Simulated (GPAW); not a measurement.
Band structure of Sb (R-3m, 2 atoms in the cell).

```yaml
crystal:
  lattice:
    - [2.15987, 1.24700, 3.79962]
    - [-2.15987, 1.24700, 3.79962]
    - [0.00000, -2.49400, 3.79962]
  atoms:
    - { symbol: Sb, position: [0.26826, 0.26826, 0.26826] }
    - { symbol: Sb, position: [0.73174, 0.73174, 0.73174] }
```

Method: PBE, GPAW PAW datasets PBE (gpaw-data 1.0.1) (plane waves; GPAW).

Settings: mode = pw; ecut = 600 eV; xc = PBE; kpts = 6 6 6; mesh shift (steps) = 0 0 0; occupations.name = fermi-dirac; occupations.width = 0.1 eV; nbands = -10; convergence.density = 1e-05 e/electron; convergence.energy = 1e-05 eV/electron; symmetry.symmorphic = false; symmetry.tolerance = 0.0005; maxiter = 100; bandpath_npoints = 40.

The starting cell comes from a database of computed structures (which also holds hypothetical and non-ambient phases and stackings), without a prior relaxation at this level. Its lattice was rescaled by a random factor within 2.5 % of one. Spin-orbit coupling is off.

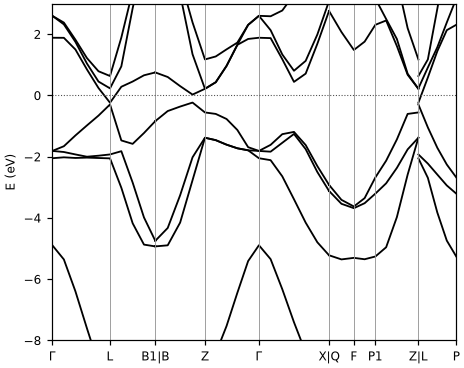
Fig. 1. Bands along the path, energies from the Fermi level.

Levels in eV from the Fermi level, bands 12 to 19:
```csv
point,12,13,14,15,16,17,18,19
Γ,-4.89,-2.05,-1.81,-1.81,1.89,2.60,2.60,5.22
L,-9.55,-2.05,-1.93,-0.29,-0.24,0.23,0.64,7.49
B1,-9.00,-4.93,-4.75,-0.84,0.75,4.52,4.60,5.95
Z,-8.82,-1.38,-1.38,-0.55,0.22,0.22,1.18,6.85
X,-9.11,-5.22,-3.12,-2.92,2.76,3.08,4.19,5.76
F,-8.05,-5.30,-3.68,-3.62,1.49,4.83,5.52,6.76
P1,-8.66,-5.26,-3.21,-2.68,2.31,3.16,4.67,5.87
P,-8.66,-5.26,-3.21,-2.68,2.31,3.16,4.67,5.87
```

Bands cross the Fermi level along this path, so the cell is metallic at this level.
